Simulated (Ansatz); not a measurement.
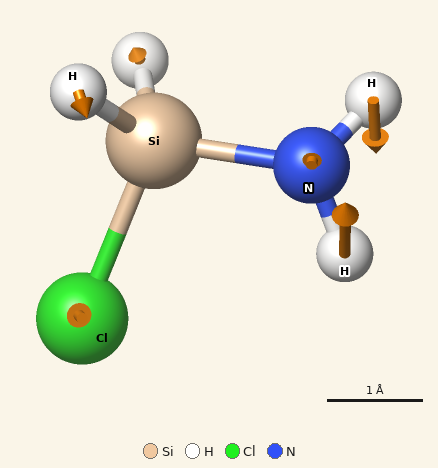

This is a relaxation of SiNH$_{4}$Cl. The starting structure is drawn; orange arrows show the displacements, at their true length. The two geometries are superimposed by the best rigid fit.

Style: ball-and-stick. Shown at a tilt.

It is one of the separated products of a reaction.

Method: RKS PBE0-D4/def2-TZVP (Ansatz). Settings: force threshold 0.005 eV/Å; at most 200 steps.

Question: Atoms of which element are displaced furthest, and by how much?

Answer: Hydrogen: up to 0.98 Å, against 0.35 Å for chlorine.

Question: What did the optimiser do to the structure, and how much energy did it gain?

Answer: The atom that moves furthest after the best rigid fit is an H atom (0.98 Å). By element the largest moves are H 0.98 Å, Cl 0.35 Å, N 0.21 Å, Si 0.05 Å. Among the contacts that change: N–Si 1.741 → 1.701 Å, Cl–Si 2.061 → 2.072 Å, H–N 1.013 → 1.007 Å. Bond angles that change, for instance: Cl–Si–N 105.7° → 115.3°, Si–N–H 114.6° → 120.4°, H–Si–N 113.2° → 108.4°. Groups turn about N–Si by about 75°. After 11 accepted moves (12 points after the start) the energy has fallen by 16.2 kJ/mol. The largest force component goes from 0.84 to 0.0022 eV/Å. The line search rejected the trial step at point 5 of the run.
